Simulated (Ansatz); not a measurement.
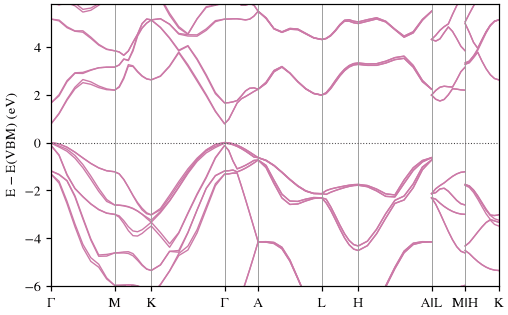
Figure. Band structure from the program Ansatz at the PBE with spin–orbit coupling level (PAW)

Task: Read off the gap and where the band edges lie.

Result: About 0.8 eV (0.78 eV by a search for the band edges); maximum at Γ, minimum at Γ.

The material is SnC (wurtzite, space group No. 186).

Space group P6_3mc (wurtzite). The start of the workflow was typed in or built on a structure type; neither database checked (COD, Materials Project) lists it. Whether it is the stable phase at ambient conditions was not checked. Symmetry was held in the PBE relaxation; its stability against distortions is not shown here. Its formation energy is positive at this level, so the cell may be metastable or incomplete.

Potentials: the earlier of the program's two PAW sets.
